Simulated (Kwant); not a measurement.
Model system: wire with a row of barriers in a CdTe two-dimensional gas. Effective mass 0.096 mₑ, grid spacing 4.2 nm, hard walls, nominal width 100 nm (23 grid rows, so walls 100.8 nm apart), one parabolic valley, scattering region 420 nm long along x; energies count from the band bottom; Fermi energy swept from 0.00031336 to 0.0037211 eV. 2 barrier(s) across the wire, height 0.044 eV, thickness 8.4 nm (about 2 grid columns), spaced by 25.2 nm.

The device is made up for the run: typed textbook-type constants, with dimensions and the other settings drawn at random.

Computed with Kwant: effective-mass tight-binding model on a square grid, one spin, coherent transport at 0 K. Conductance is in e²/h.

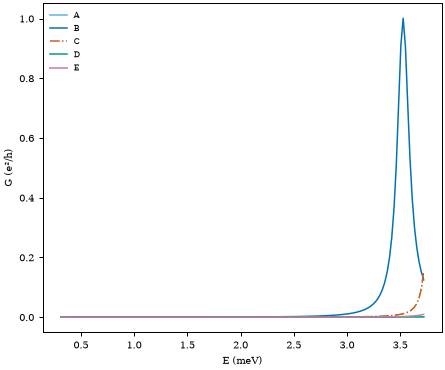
*G (e²/h) of 5 runs*

```
E (meV)        A        B        C        D        E
-------  -------  -------  -------  -------  -------
0.3134         0        0        0        0        0
0.5062    1.1e-7   4.9e-6   8.0e-7   3.7e-8   3.0e-7
0.6991    3.5e-7   1.6e-5   2.5e-6   1.1e-7   9.4e-7
0.9135    7.2e-7   3.4e-5   5.4e-6   2.4e-7   2.0e-6
1.106     1.2e-6   5.8e-5   9.1e-6   3.9e-7   3.3e-6
1.299     1.9e-6   9.5e-5   1.4e-5   6.1e-7   5.2e-6
1.514     3.0e-6  0.00016   2.3e-5   9.5e-7   8.3e-6
1.706     4.5e-6  0.00025   3.6e-5   1.4e-6   1.3e-5
1.899     6.9e-6  0.00040   5.6e-5   2.2e-6   2.0e-5
2.114     1.1e-5  0.00067   9.0e-5   3.3e-6   3.1e-5
2.307     1.6e-5   0.0011  0.00014   4.9e-6   4.7e-5
2.499     2.4e-5   0.0019  0.00022   7.3e-6   7.2e-5
2.714     3.9e-5   0.0036  0.00038   1.2e-5  0.00012
2.907     6.2e-5   0.0071  0.00066   1.8e-5  0.00020
3.100    0.00011    0.017   0.0012   2.9e-5  0.00035
3.314    0.00021    0.077   0.0030   5.4e-5  0.00075
3.507    0.00044     0.91   0.0097  0.00010   0.0019
3.721     0.0015     0.12     0.16  0.00028   0.0096
```

### Question
Column A is the base. The others each differ by one change: barrier height 0.044 → 0.022 eV; barrier height 0.044 → 0.031 eV; barrier height 0.044 → 0.037 eV; barrier height 0.044 → 0.053 eV. Which is which?

### Answer
B: barrier height 0.044 → 0.022 eV; C: barrier height 0.044 → 0.031 eV; D: barrier height 0.044 → 0.053 eV; E: barrier height 0.044 → 0.037 eV.
